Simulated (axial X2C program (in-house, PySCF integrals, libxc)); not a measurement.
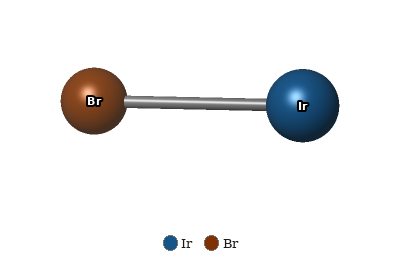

Fig. 1: The molecule at the reference distance of 2.286 Å.

Run report: IrBr⁺, relativistic diatomic calculation

System: IrBr⁺. The reference is closed-shell IrBr; the roots are the vertical energies to take an electron from it, which leaves states of IrBr⁺. The distance is the PBE0 minimum at charge 0.
Method: EOM-IP-CCSD, two-component X2C with atomic mean-field Coulomb and Gaunt terms, Ir dyall-cv3z, Br dyall-cv3z (cores contracted) (axial X2C program (in-house, PySCF integrals, libxc)).

**Key numbers**

- outcome: converged
- HF energy of the reference IrBr: −20428.42765 hartree
- MP2 energy of the reference IrBr: −20428.88369 hartree
- CCSD energy of the reference IrBr (with the MP2 share of the virtual spinors left out of the coupled-cluster step): −20428.89937 hartree
- CCSD(T) energy of the reference IrBr: −20428.92151 hartree
- T1 diagnostic (spinor form; for a closed shell √2 times the usual value): 0.041
- hardware: 1 thread of Intel Xeon (Granite Rapids), 128 GiB of memory available, shared host
- wall time: 19 s
- peak memory: 1 GiB

**Input file**
```
{"zs": [77, 35], "q": 1, "bas": ["dyall-cv3z", "dyall-cv3z"], "r0": 2.36, "eom": "ip", "rq": 0, "thr": -2.0, "nmax": 95, "grid": [1, 0.96, 1.045, 0.92, 1.09, 1.15]}
```

The line is the task of a batch: nuclear charges, charge, bases, a first guess of the distance and further settings. This report covers the levels named above. The log is that of the reference distance 2.286 Å.

Launched within a batch (the task file carries these settings):
```bash
python <driver script> task.json out
```

**The program's output**
```
two-component X2C + atomic mean field  HF
basis functions 280  fitting functions 1457  grid points 5800
iter        total energy     max residual
   1     -20428.364137188     1.09e+00
   2     -20428.422417592     1.78e-02
   3     -20428.426153214     8.39e-02
   4     -20428.427291023     1.89e-02
   5     -20428.427496785     1.10e-02
   6     -20428.427588801     8.82e-03
   7     -20428.427619576     6.48e-04
   8     -20428.427632217     2.29e-03
   9     -20428.427638098     1.39e-03
  10     -20428.427642210     1.84e-04
  11     -20428.427644899     7.17e-04
  12     -20428.427646429     6.32e-04
  13     -20428.427647002     1.85e-04
  14     -20428.427647181     6.91e-05
  15     -20428.427647258     1.23e-04
  16     -20428.427647303     6.02e-05
  17     -20428.427647319     7.20e-06
  18     -20428.427647321     9.94e-06
  19     -20428.427647322     3.45e-06
  20     -20428.427647322     2.69e-07
converged
one-electron -29302.82761095  Coulomb 8706.39956523  exact exchange -438.72957913  xc functional 0.00000000  nuclear repulsion 623.85502337  atomic mean-field constant -17.12504586
correlated 16  virtual 306  natural virtual 88  E(MP2) -0.456043685  MP2 remainder -0.050025689
iter   CCSD correlation   residual
   1     -0.400879215   1.67e-01
   2     -0.412275879   9.21e-02
   3     -0.419183654   5.98e-02
   4     -0.420682968   3.17e-02
   5     -0.421387062   1.61e-02
   6     -0.421590285   8.29e-03
   7     -0.421641666   4.98e-03
   8     -0.421716572   3.08e-03
   9     -0.421671258   1.82e-03
  10     -0.421693028   1.06e-03
  11     -0.421682848   7.33e-04
  12     -0.421692137   5.13e-04
  13     -0.421691589   3.37e-04
  14     -0.421691293   1.99e-04
  15     -0.421692836   1.18e-04
  16     -0.421693033   7.74e-05
  17     -0.421693193   5.28e-05
  18     -0.421693274   3.50e-05
  19     -0.421692730   2.11e-05
  20     -0.421692813   1.30e-05
  21     -0.421692625   8.74e-06
  22     -0.421692607   5.99e-06
(T) -0.022142646895694378  T1 0.0415  D1 0.0883  max T2 0.136
EOM-IP-CCSD roots
2*Omega      energy/Eh   energy/eV  one-particle weight
    1       0.32857699      8.9410      0.903
    1       0.35689292      9.7116      0.906
    1       0.43860469     11.9350      0.829
    1       0.44982182     12.2403      0.010
    3       0.36476149      9.9257      0.876
    3       0.41450057     11.2791      0.554
    3       0.42660814     11.6086      0.155
    5       0.34328324      9.3412      0.840
```

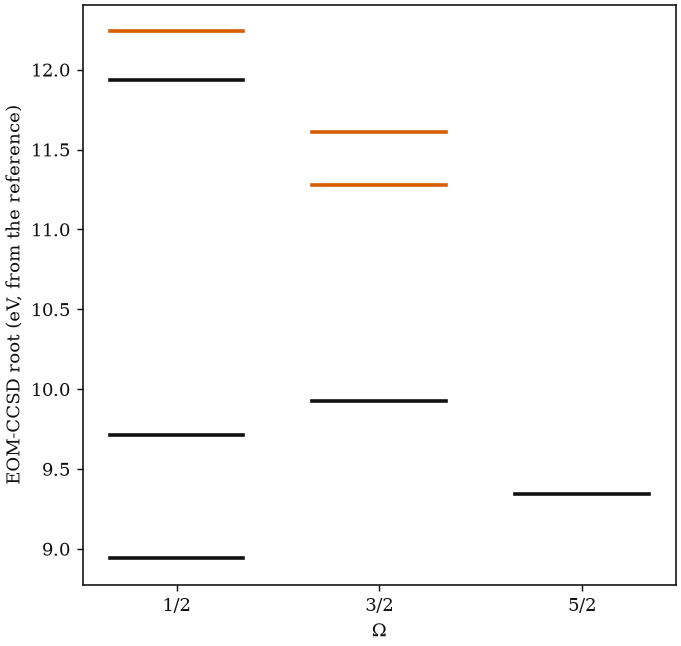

Fig. 2: EOM-CCSD roots by Ω at 2.29 Å; roots whose one-particle weight is under 0.8 have the second colour. The lowest has Ω = 1/2 and lies at 8.941 eV, with one-particle weight 0.90. 3 of the 8 roots are less well described at this level.
